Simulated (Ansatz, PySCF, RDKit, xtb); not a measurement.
# Which structure has the formula InBGeH4Cl+?, part 1 of 2

Only the formula InBGeH4Cl+ is given (charge +1). Aim: find the structure of lowest free energy at 298.15 K, then its properties.

Plan: many cheap relaxations first (GFN2-xTB), then density-functional screening, relaxation at r2SCAN-D4/def2-SVP, vibrations and a final energy. The numbers are computed, not measured.

6 further runs of the same task are left out: 6 set aside as unsound or not needed.

**1. Candidates**

All bonding patterns within simple valence rules are listed by program: one Lewis structure each, at most two rings and one unusual centre or charged pair. O–O, O–halogen and N–halogen bonds and N–N–N chains are not drawn. That gives 41 candidates.

c005 [BH+][In@H-]([Cl])[GeH2+]; c089 [BH2][GeH2][In+][Cl]; c098 [Cl][In+][BH][GeH3]; c120 [Cl][InH][B+][GeH3]; c140 [BH2][Ge+]([Cl])[InH2]; c141 [BH+][InH2-][GeH+][Cl]; c155 Cl[B]([GeH2+])[InH2]; c168 Cl[BH2-][In+][GeH2+]; c200 [Cl][InH2-][B+][GeH2+]; c209 [BH3-][GeH+][In+][Cl]; c218 Cl[B]([GeH3])[InH+]; c238 [BH+][Ge@H]([Cl])[InH2]; c296 [BH3-][Ge+]([Cl])[InH+]; c303 [BH2][Ge@H]([Cl])[InH+]; c316 [BH2][In+][GeH2][Cl]; c319 [BH+][GeH2][InH][Cl]; c327 [BH2][GeH+][InH][Cl]; c353 [BH2][In]([Cl])[GeH2+]; c373 Cl[B+][GeH2][InH2]; c405 [BH+][In]([Cl])[GeH3]; c420 [BH3-][In+][GeH+][Cl]; c436 Cl[BH][InH][GeH2+]; c445 Cl[B+][InH][GeH3]; c466 [Cl][GeH2][BH][InH+]; c490 [Cl][GeH+][B+][InH3-]; c494 Cl[B@H-]([GeH2+])[InH+]; c503 [BH+][Ge+]([Cl])[InH3-]; c512 [BH2][InH][GeH+][Cl]; c524 Cl[BH2-][GeH+][InH+]; c581 [Cl][InH][BH][GeH2+]; c616 Cl[B+][InH2-][GeH2+]; c662 Cl[BH][GeH+][InH2]; c683 Cl[BH][GeH2][InH+]; c807 [Cl][GeH2][B+][InH2]; c817 Cl[B+][GeH+][InH3-]; c832 [BH+][InH][GeH2][Cl]; c839 [Cl][GeH+][BH][InH2]; c869 Cl[BH][In+][GeH3]; c876 [BH+][GeH+][InH2-][Cl]; c890 [Cl][In+][BH2-][GeH2+]; and 1 more.

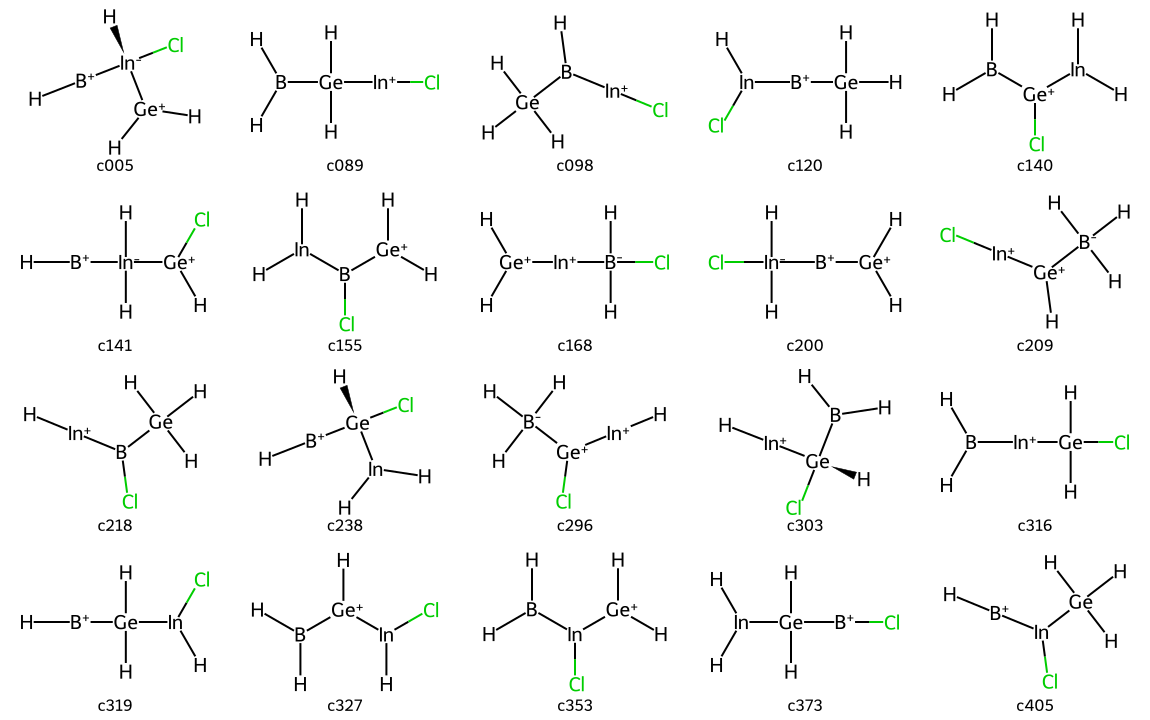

Structural formulas of the candidates (the first 20).

Candidates are built by distance geometry, with a force field where one applies, in up to four conformers (letters a to d). 16 starts with atoms placed at random are added, to find patterns that the rules miss.

**2. Search with GFN2-xTB**

All 126 starts are relaxed the same way. One of them, c295 (atoms placed at random), in full:

start.xyz reads:

```xyz
8
c295
B      0.256890    -0.083020     0.889470
Cl    -2.017110    -0.144610    -0.299980
Ge     0.049480     1.604220    -0.413530
In    -0.157230    -2.045450    -0.806640
H      0.404360     0.309800    -1.771710
H     -1.293720     1.911690     0.043440
H     -0.528990    -0.359090    -1.900450
H      1.555050    -0.999870     0.840420
```

The run is started by

```console
$ xtb start.xyz --gfn 2 --opt --chrg 1
```

The program printed, shortened:

```text
* xtb version 6.7.1
[...]
          :  # basis functions                  38          :
[...]
          :  # electrons                        20          :
[...]
          :  Hamiltonian                  GFN2-xTB          :
[...]
          :  net charge                          1          :
          :  unpaired electrons                  0          :
[...]
   *** convergence criteria satisfied after 22 iterations ***
[...]
   *** GEOMETRY OPTIMIZATION CONVERGED AFTER 35 ITERATIONS ***
[...]
   *** convergence criteria satisfied after 3 iterations ***
[...]
         ::                     SUMMARY                     ::
         :::::::::::::::::::::::::::::::::::::::::::::::::::::
         :: total energy             -10.608023039953 Eh    ::
         :: gradient norm              0.000590907647 Eh/a0 ::
         :: HOMO-LUMO gap              2.329086647874 eV    ::
         ::.................................................::
         :: SCC energy               -10.657316663107 Eh    ::
         :: -> isotropic ES            0.088266688819 Eh    ::
         :: -> anisotropic ES          0.001362610984 Eh    ::
         :: -> anisotropic XC          0.006834813424 Eh    ::
         :: -> dispersion             -0.005673966830 Eh    ::
         :: repulsion energy           0.049293623154 Eh    ::
         :: add. restraining           0.000000000000 Eh    ::
         :: total charge               1.000000000000 e     ::
         :::::::::::::::::::::::::::::::::::::::::::::::::::::
[...]
        10        2.0000           -0.4985303             -13.5657 (HOMO)
        11                         -0.4129380             -11.2366 (LUMO)
[...]
          | TOTAL ENERGY              -10.608023039953 Eh   |
          | GRADIENT NORM               0.000590907647 Eh/α |
          | HOMO-LUMO GAP               2.329086647874 eV   |
           -------------------------------------------------
[...]
```

Run time: 0.14 s. Hardware: 2 threads of Intel Xeon 6975P-C (Granite Rapids), shared host.

**3. Distinct minima at GFN2-xTB**

126 of the 126 relaxations converged; 29 ended on a minimum already found. 97 distinct structures remain, the lowest 22 here:

| label | start | SMILES after | spin | energy (kcal/mol) | note |
| --- | --- | --- | --- | --- | --- |
| c606 | random | [BH3][Cl]([GeH])[In] ‡ | singlet | 0.0 |  |
| c420a | drawn | [BH3].[GeH][Cl][In] ‡ | singlet | 5.2 | loosely bound |
| c869a | drawn | [BH3][Cl][In].[GeH] ‡ | singlet | 13.0 | loosely bound |
| c894 | random | [BH2][Cl][GeH2].[In] ‡ | singlet | 17.9 | loosely bound |
| c524a | drawn | [In][Cl]1[BH2][GeH2]1 ‡ | singlet | 18.7 | bonds changed |
| c466a | drawn | [BH2][GeH2][Cl][In] ‡ | singlet | 19.4 | bonds changed |
| c168c | drawn | [BH2][Cl][In].[GeH2] ‡ | singlet | 22.4 | fell apart |
| c882 | random | [BH2][Cl][GeH2].[In] ‡ | singlet | 22.6 | fell apart |
| c869b | drawn | [BH2][Cl][In].[GeH2] ‡ | singlet | 23.8 | fell apart |
| c168a | drawn | [BH2][Cl][In][GeH2] ‡ | singlet | 24.0 | bonds changed |
| c168b | drawn | [BH2][Cl][In].[GeH2] ‡ | singlet | 24.2 | loosely bound |
| c235 | random | [H][H].[In][Cl]1[BH2][Ge]1 ‡ | singlet | 27.4 | fell apart |
| c899 | random | [H][H].[In][Cl]1[BH2][Ge]1 ‡ | singlet | 29.7 | fell apart |
| c072 | random | [GeH3][BH][Cl][In] ‡ | singlet | 31.2 |  |
| c533 | random | [GeH3][BH][Cl][In] ‡ | singlet | 31.3 |  |
| c251 | random | [H][H].[In][Cl]1[BH2][Ge]1 ‡ | singlet | 31.9 | fell apart |
| c296b | drawn | [BH3][Ge]([Cl])[InH] ‡ | singlet | 48.5 |  |
| c296a | drawn | [BH3][Ge]([Cl])[InH] ‡ | singlet | 48.7 |  |
| c209a | drawn | [BH3][GeH][In][Cl] ‡ | singlet | 51.0 |  |
| c209b | drawn | [BH3][GeH][In][Cl] ‡ | singlet | 51.0 |  |
| c541 | random | [BH]1[Cl][GeH]1.[H][H].[In] ‡ | singlet | 51.2 | fell apart |
| c649 | random | [GeH][BH][Cl][In].[H][H] ‡ | singlet | 51.4 | fell apart |

‡ marks the bonded skeleton alone, with all bonds drawn single: no Lewis structure was assigned that passes a check against the bond lengths.

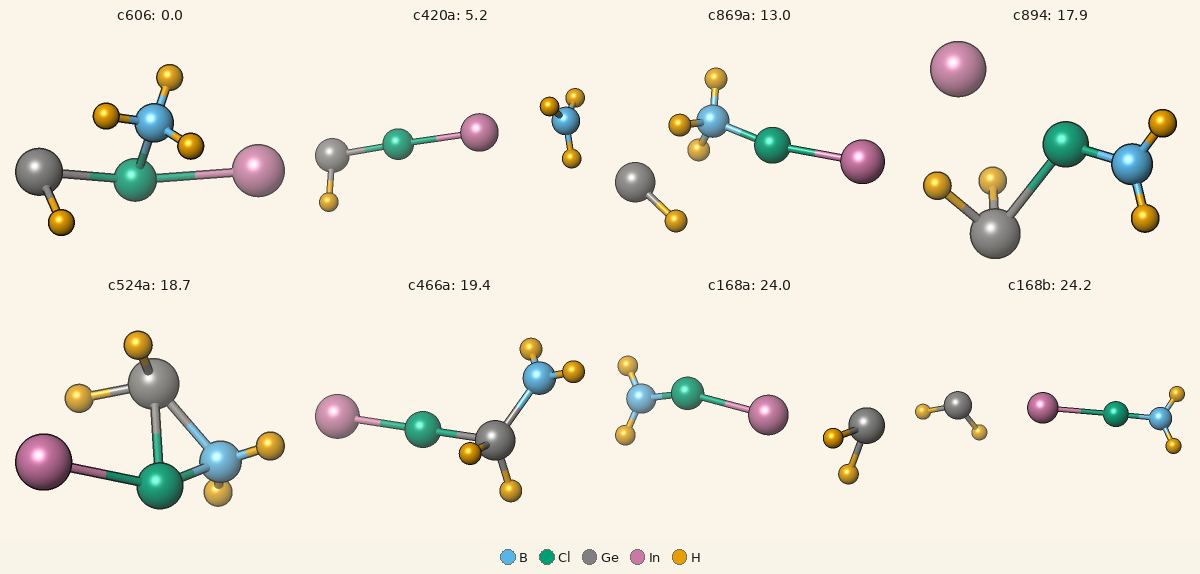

The 8 lowest minima that did not fall apart, with their GFN2-xTB energies in kcal/mol.

**4. Single points on the low minima**

A choice of the minima (the low ones first, few conformers of a pattern, up to a cap) and the lowest that fell apart get a single point at r2SCAN-D4/def2-SVP on the tight-binding geometry, and one at HF/STO-3G for comparison. The lowest singlets are also tried as triplets at the same geometry (label ending in t). The first, c606:

input.yaml reads:

```yaml
crystal:
  periodic: [false, false, false]
  atoms:
    - symbol: B
      position_ang: [0.464058, -0.025137, -0.161714]
    - symbol: Cl
      position_ang: [-1.327992, -0.758774, -0.123946]
    - symbol: Ge
      position_ang: [-0.590641, -1.589943, -2.217749]
    - symbol: In
      position_ang: [-1.455443, 0.712597, 2.217761]
    - symbol: H
      position_ang: [0.921778, -0.414024, -1.226958]
    - symbol: H
      position_ang: [1.046795, -0.497781, 0.755077]
    - symbol: H
      position_ang: [0.357076, 1.156601, -0.150350]
    - symbol: H
      position_ang: [-1.023832, -0.166218, -2.866120]
basis:
  gaussian:
    orbitals: def2-SVP
total_charge: 1
hamiltonian:
  xc: r2scan
  dispersion: d4
scf:
  lower_state_search: "off"
output: {orbitals: {seedname: orbitals}}
```

The run is started by

```console
$ ansatz run input.yaml --threads 2 --pin off --max-ram 4350MiB --events-out events.jsonl --progress --plain --runs-dir runs
```

The program printed, shortened:

```text
Warning: RAYON_NUM_THREADS=2 ignored (pool sized by the plan → 2); use --threads N
Functional definition: r2SCAN
  name "r2SCAN"
[...]
1248 factors; their error is unknown
[...]
mean field -74938.83366110 eV, -2753.9513416795 hartree, gradient 7.5e-6 eV, S^2 0.000000; 0 other end points of the search recorded, 0 dependent functions left out
reference -74938.83367415 eV, -2753.9513421593 hartree; 39, 39 occupied and 71, 71 virtual orbitals, 1248 factors
Total energy: -74938.88873871 eV, -2753.9533657445 hartree
Checks for a lower state left out: stability, starts, cluster_reference, orbital_swaps, neighbouring_geometries, increment
```

Run time: 1.2 s. Hardware: 2 threads of Intel Xeon 6975P-C (Granite Rapids), shared host.

Relative energies in kcal/mol, each column from its lowest structure that stays in one piece:

| label | SMILES | spin | GFN2-xTB | HF/STO-3G | r2SCAN-D4/def2-SVP |
| --- | --- | --- | --- | --- | --- |
| c466a | [BH2][GeH2][Cl][In] ‡ | singlet | 19.4 | 0.0 | 0.0 |
| c869a | [BH3][Cl][In].[GeH] ‡ | singlet | 13.0 | 68.1 | 11.1 |
| c606 | [BH3][Cl]([GeH])[In] ‡ | singlet | 0.0 | 58.6 | 11.4 |
| c524a | [In][Cl]1[BH2][GeH2]1 ‡ | singlet | 18.7 | 60.3 | 15.0 |
| c894 | [BH2][Cl][GeH2].[In] ‡ | singlet | 17.9 | 99.6 | 26.3 |
| c420a | [BH3].[GeH][Cl][In] ‡ | singlet | 5.2 | 61.0 | 30.5 |
| c168c | [BH2][Cl][In].[GeH2] ‡ | singlet | 22.4 | 107.0 | 40.9 |
| c168b | [BH2][Cl][In].[GeH2] ‡ | singlet | 24.2 | 97.8 | 42.8 |
| c168a | [BH2][Cl][In][GeH2] ‡ | singlet | 24.0 | 103.5 | 43.0 |
| c869at | [BH3][Cl][In].[GeH] ‡ | triplet | – | – | 67.9 |
| c606t | [BH3][Cl]([GeH])[In] ‡ | triplet | – | – | 74.0 |
| c466at | [BH2][GeH2][Cl][In] ‡ | triplet | – | – | 84.3 |

‡ marks the bonded skeleton alone, with all bonds drawn single: no Lewis structure was assigned that passes a check against the bond lengths.

**5. Patterns that tight binding lost**

Some ordinary bonding patterns rearranged or fell apart under GFN2-xTB. Their starts are relaxed at r2SCAN-D4/def2-SVP instead (label ending in r). The first, c238ar:

input.yaml reads:

```yaml
crystal:
  periodic: [false, false, false]
  atoms:
    - {symbol: B, position_ang: [-2.525703, -1.719060, -1.723944]}
    - {symbol: Cl, position_ang: [-2.996289, 0.098871, 1.421776]}
    - {symbol: Ge, position_ang: [-2.160937, -1.625309, 0.388115]}
    - {symbol: In, position_ang: [0.387821, -1.165719, 0.430654]}
    - {symbol: H, position_ang: [-2.621256, -1.068933, -2.573389]}
    - {symbol: H, position_ang: [-2.902402, -2.868773, 0.860859]}
    - {symbol: H, position_ang: [1.049968, -0.338720, -0.791764]}
    - {symbol: H, position_ang: [1.129235, -1.881068, 1.612233]}
basis:
  gaussian:
    orbitals: def2-SVP
output:
  orbitals: {seedname: orbitals}
relax:
  f_tol: 0.01
hamiltonian:
  xc: r2scan
  dispersion: d4
total_charge: 1
scf:
  lower_state_search: off
```

The run is started by

```console
$ ansatz run input.yaml --threads 2 --pin off --max-ram 4350MiB --events-out events.jsonl --progress --plain --runs-dir runs
```

The program printed, shortened:

```text
Warning: RAYON_NUM_THREADS=2 ignored (pool sized by the plan → 2); use --threads N
[...]
[... 2 set-up lines as earlier in the session ...]
[...]
1248 factors; their error is unknown
[...]
mean field -74934.50350363 eV, -2753.7922113278 hartree, gradient 7.0e-6 eV, S^2 0.000000; 0 other end points of the search recorded, 0 dependent functions left out
[...]
reference -74934.50351880 eV, -2753.7922118851 hartree; 39, 39 occupied and 71, 71 virtual orbitals, 1248 factors
[...]
Atom 4 at    -3.645172    -0.431072    -2.046895 Å, force     0.002340     0.002249    -0.000062 eV/Å
Atom 5 at    -2.238448    -3.298521     0.044562 Å, force    -0.001160    -0.000140     0.000908 eV/Å
Atom 6 at     2.041242    -2.061996    -0.327757 Å, force     0.002017    -0.003949    -0.001673 eV/Å
Atom 7 at     0.649971    -0.390474     2.069641 Å, force    -0.001174     0.000962     0.004248 eV/Å
Dipole moment:    -0.120004    -0.068209    -0.258878 e Å
Checks for a lower state left out: stability, starts, cluster_reference, orbital_swaps, neighbouring_geometries, increment
```

Run time: 70 s. Hardware: 2 threads of Intel Xeon 6975P-C (Granite Rapids), shared host.

Energies at r2SCAN-D4/def2-SVP after that relaxation, from the lowest structure of the screen (which was not relaxed at this level):

| label | SMILES | spin | energy (kcal/mol) |
| --- | --- | --- | --- |
| c238ar | Cl[BH][GeH+][InH2] | singlet | 46.6 |
| c303ar | [BH2][GeH]1[Cl][InH]1 ‡ | singlet | 28.4 |

‡ marks the bonded skeleton alone, with all bonds drawn single: no Lewis structure was assigned that passes a check against the bond lengths.

**6. Relaxing the best candidates**

4 candidates are relaxed at r2SCAN-D4/def2-SVP (chosen among the lowest in one piece). The first, c466a:

input.yaml reads:

```yaml
crystal:
  periodic: [false, false, false]
  atoms:
    - {symbol: B, position_ang: [-0.696712, 0.317181, 0.008989]}
    - {symbol: Cl, position_ang: [-1.484394, -3.004510, 0.638768]}
    - {symbol: Ge, position_ang: [-1.767157, -1.227030, -0.719736]}
    - {symbol: In, position_ang: [-1.098244, -5.101110, 2.140291]}
    - {symbol: H, position_ang: [-3.280153, -1.196165, -0.686344]}
    - {symbol: H, position_ang: [-1.412141, -1.927979, -2.012412]}
    - {symbol: H, position_ang: [-0.501073, 1.240956, -0.669316]}
    - {symbol: H, position_ang: [-0.287200, 0.291940, 1.098647]}
basis:
  gaussian:
    orbitals: def2-SVP
total_charge: 1
hamiltonian:
  xc: r2scan
  dispersion: d4
scf:
  lower_state_search: off
relax:
  f_tol: 0.003
```

The run is started by

```console
$ ansatz run input.yaml --threads 2 --pin off --max-ram 4350MiB --events-out events.jsonl --progress --plain --runs-dir runs
```

The program printed, shortened:

```text
Warning: RAYON_NUM_THREADS=2 ignored (pool sized by the plan → 2); use --threads N
[...]
[... 2 set-up lines as earlier in the session ...]
[...]
1248 factors; their error is unknown
[...]
mean field -74939.34118221 eV, -2753.9699927365 hartree, gradient 6.1e-6 eV, S^2 0.000000; 0 other end points of the search recorded, 0 dependent functions left out
[...]
reference -74939.34119693 eV, -2753.9699932774 hartree; 39, 39 occupied and 71, 71 virtual orbitals, 1248 factors
[...]
Atom 4 at    -3.167625    -1.411753    -0.468538 Å, force     0.000126     0.000229    -0.000209 eV/Å
Atom 5 at    -1.112590    -2.129916    -1.732046 Å, force     0.000068    -0.000637     0.000224 eV/Å
Atom 6 at    -0.932842     1.348710    -0.910379 Å, force     0.000755    -0.000909     0.000371 eV/Å
Atom 7 at    -0.091959     0.613935     0.872633 Å, force     0.000606    -0.000462    -0.000155 eV/Å
Dipole moment:    -0.137976    -0.371952    -0.035246 e Å
Checks for a lower state left out: stability, starts, cluster_reference, orbital_swaps, neighbouring_geometries, increment
```

Run time: 37 s. Hardware: 2 threads of Intel Xeon 6975P-C (Granite Rapids), shared host.

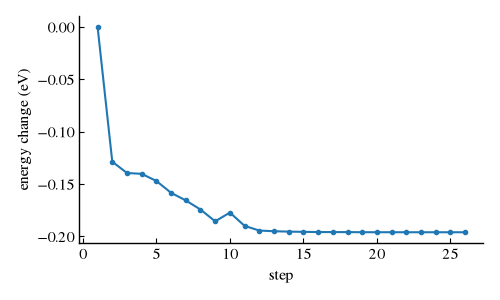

Energy along the run, all evaluated steps.

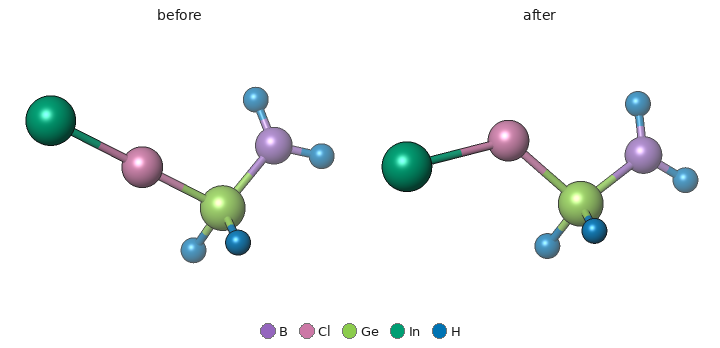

Before and after, at one scale.

After the run. Bond lengths: B1–Ge3 2.049 Å, Cl2–Ge3 2.307 Å, Cl2–In4 2.764 Å, Ge3–H5 1.532 Å, Ge3–H6 1.532 Å, B1–H7 1.202 Å, B1–H8 1.199 Å. Angles: B1–Ge3–Cl2 106.1°, Ge3–Cl2–In4 127.1°, B1–Ge3–H5 117.8°, B1–Ge3–H6 117.7°, Cl2–Ge3–H5 100.7°, Cl2–Ge3–H6 100.8°, Ge3–B1–H7 116.6°, Ge3–B1–H8 121.1°, H5–Ge3–H6 110.5°, H7–B1–H8 122.3°.

**7. Ranking at r2SCAN-D4/def2-SVP**

| label | spin | r2SCAN-D4/def2-SVP (kcal/mol) | r2SCAN-D4/def2-SVP, relaxed (kcal/mol) | time | note |
| --- | --- | --- | --- | --- | --- |
| c869a | singlet | 11.1 | 0.0 | 28 s | rearranged to [In][Cl][BH]1[H][GeH][H]1 ‡ |
| c466a | singlet | 0.0 | 0.8 | 37 s |  |
| c524a | singlet | 15.0 | 2.9 | 55 s | rearranged to [BH2][GeH2][Cl][In] ‡ |
| c606 | singlet | 11.4 | 5.4 | 22 s | rearranged to [H]1[BH2][Cl][GeH]1.[In] ‡ |

‡ marks the bonded skeleton alone, with all bonds drawn single: no Lewis structure was assigned that passes a check against the bond lengths.

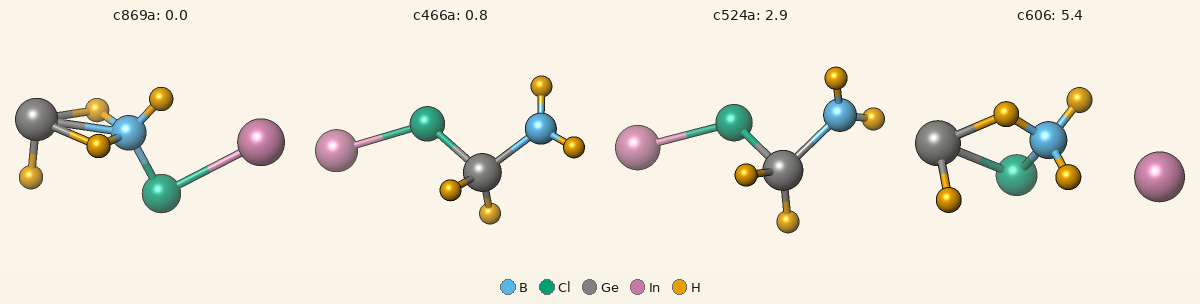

The relaxed structures, with energies at r2SCAN-D4/def2-SVP in kcal/mol.

**8. Vibrations and thermal terms**

The lowest few in one piece go on as finalists. Harmonic vibrations at r2SCAN-D4/def2-SVP test each finalist and give the zero-point energy and the thermal terms. The first, c869a:

input.yaml reads:

```yaml
crystal:
  periodic: [false, false, false]
  atoms:
    - {symbol: B, position_ang: [-1.485015, -1.533086, 0.042584]}
    - {symbol: Cl, position_ang: [-1.735952, 0.123870, 0.829624]}
    - {symbol: Ge, position_ang: [0.034937, -2.002002, -1.623388]}
    - {symbol: In, position_ang: [-3.717686, -1.119818, 2.401033]}
    - {symbol: H, position_ang: [-2.219033, -2.394141, 0.494436]}
    - {symbol: H, position_ang: [-0.272248, -1.926693, 0.189600]}
    - {symbol: H, position_ang: [-1.680495, -1.468336, -1.224276]}
    - {symbol: H, position_ang: [0.427970, -0.470681, -1.518569]}
basis:
  gaussian:
    orbitals: def2-SVP
scf:
  lower_state_search: "off"
total_charge: 1
phonons: {}
hamiltonian:
  xc: r2scan
  dispersion: d4
```

The run is started by

```console
$ ansatz run input.yaml --threads 2 --pin off --max-ram 4350MiB --events-out events.jsonl --progress --plain --runs-dir runs
```

The program printed, shortened:

```text
Warning: RAYON_NUM_THREADS=2 ignored (pool sized by the plan → 2); use --threads N
[... 2 set-up lines as earlier in the session ...]
[...]
1248 factors; their error is unknown
[...]
mean field -74939.56507283 eV, -2753.9782205649 hartree, gradient 1.4e-6 eV, S^2 0.000000; 0 other end points of the search recorded, 0 dependent functions left out
[...]
reference -74939.56508557 eV, -2753.9782210330 hartree; 39, 39 occupied and 71, 71 virtual orbitals, 1248 factors
[...]
Atom 6 at    -1.680495    -1.468336    -1.224276 Å, force    -0.000706     0.000213    -0.000179 eV/Å
Atom 7 at     0.427970    -0.470681    -1.518569 Å, force    -0.000777     0.000009     0.000936 eV/Å
Dipole moment:    -0.383466    -0.153841     0.332218 e Å
Vibrations: 42.61 73.12 114.94 179.63 367.31 407.96 646.91 687.61 696.05 853.21 912.58 1084.67 1329.16 1364.56 1984.87 2064.37 2121.14 2507.36 cm⁻¹, zero-point energy 1.081022 eV
Checks for a lower state left out: stability, starts, cluster_reference, orbital_swaps, neighbouring_geometries, increment
```

Wall time 61 s (2 threads of Intel Xeon 6975P-C (Granite Rapids), shared host).

**9. Zero-point energy and free-energy terms**

At 298.15 K and 1 atm, ideal gas, rigid rotor and harmonic oscillator:

| label | SMILES | spin | point group | lowest mode (cm⁻¹) | zero-point (kcal/mol) | G − E (kcal/mol) |
| --- | --- | --- | --- | --- | --- | --- |
| c869a | [In][Cl][BH]1[H][GeH][H]1 ‡ | singlet | Cs | 43 | 24.9 | 2.8 |
| c466a | [BH2][GeH2][Cl][In] ‡ | singlet | Cs | 17 | 23.3 | -0.1 |
| c524a | [BH2][GeH2][Cl][In] ‡ | singlet | C1 | 10 | 23.2 | -1.6 |
| c606 | [H]1[BH2][Cl][GeH]1.[In] ‡ | singlet | C1 | 28 | 24.7 | 1.9 |

Chiral structures get −RT ln 2 for their mirror image.

‡ marks the bonded skeleton alone, with all bonds drawn single: no Lewis structure was assigned that passes a check against the bond lengths.

(Continued in part 2 of 2.)
